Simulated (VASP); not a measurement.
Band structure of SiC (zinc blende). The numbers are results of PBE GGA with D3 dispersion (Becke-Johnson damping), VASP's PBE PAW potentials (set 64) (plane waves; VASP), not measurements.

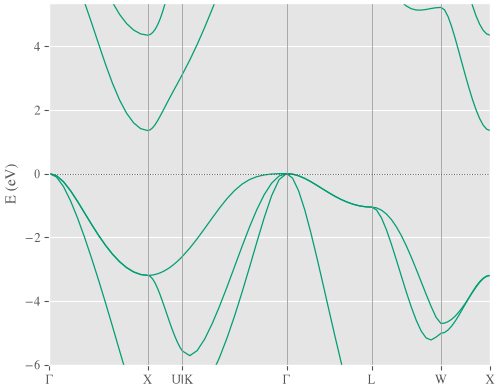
Figure. Bands along high-symmetry lines, zero at the valence-band maximum or, without a gap, the Fermi level

Problem. Read the plot: is there a gap, and where are the band edges?

Solution. The gap is indirect, 1.35 eV, from the valence maximum at Γ to the conduction minimum at X. (Edges off the drawn lines would not show.)

Measured: gap 2.53 eV (computed value off by -1.18 eV), as given by Wei Chen et al., Physical Review Materials (2018), doi:10.1103/physrevmaterials.2.073803 [zero-point renormalisation of 0.11 eV added back (the table's ZPR column)].

The compound is SiC in the zinc blende structure. It was relaxed first.
